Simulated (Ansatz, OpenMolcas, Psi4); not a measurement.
SiCl (SMILES [Si]Cl): methods side by side

SiCl: 2 atoms, total charge 0, spin state doublet. SMILES: `[Si]Cl`. The coordinates come from a PBE0-D4/def2-TZVP relaxation.

| atom | x (Å) | y (Å) | z (Å) |
| --- | --- | --- | --- |
| Si | 0.8818 | -0.2937 | 0.4521 |
| Cl | -0.8818 | 0.2937 | -0.4521 |

Each level gives the energy change with the Si1–Cl2 bond stretched from 2.067 to 3.721 Å (eV). The values are calculated.

| level | kind | program | value (eV) | CPU time (all runs) |
| --- | --- | --- | --- | --- |
| USVWN5/aug-cc-pVTZ | LDA | OpenMolcas | 3.55 | 1.8 min |
| U-revPBE/aug-cc-pVTZ | GGA | Ansatz | 3.13 | 21 s |
| UPBE/aug-cc-pVTZ | GGA | OpenMolcas | 3.24 | 96 s |
| UB3LYP/aug-cc-pVTZ | global hybrid | OpenMolcas | 3.26 | 97 s |
| U-wB97M-V/aug-cc-pVTZ | range-separated hybrid | Ansatz | 3.66 | 2.3 min |
| UDSD-PBEP86/aug-cc-pVTZ (density fitting for correlation) | double hybrid | Psi4 | 3.74 | 42 s |
| RPA@PBE/aug-cc-pVTZ | RPA | Ansatz | 2.98 | 27 s |
| UMP2/aug-cc-pVTZ | perturbation theory | Ansatz | 4.06 | 23 s |
| UCCSD/aug-cc-pVTZ | coupled cluster or CI | Ansatz | 3.63 | 41 s |

The first shape isn't each level's own minimum. The values span 2.98 to 4.06 eV. Spin contamination of the reference (⟨S²⟩ at least 0.1 too high) touches USVWN5/aug-cc-pVTZ, U-revPBE/aug-cc-pVTZ, UPBE/aug-cc-pVTZ, UB3LYP/aug-cc-pVTZ, U-wB97M-V/aug-cc-pVTZ, RPA@PBE/aug-cc-pVTZ, UMP2/aug-cc-pVTZ, UCCSD/aug-cc-pVTZ. CPU times are rough (shared hosts, several kinds of processor and program).

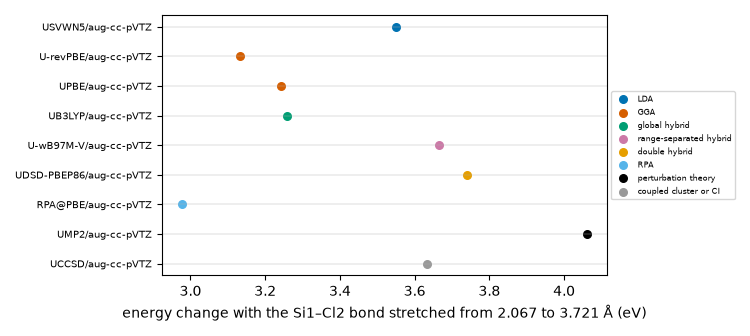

The values of the table, level by level.
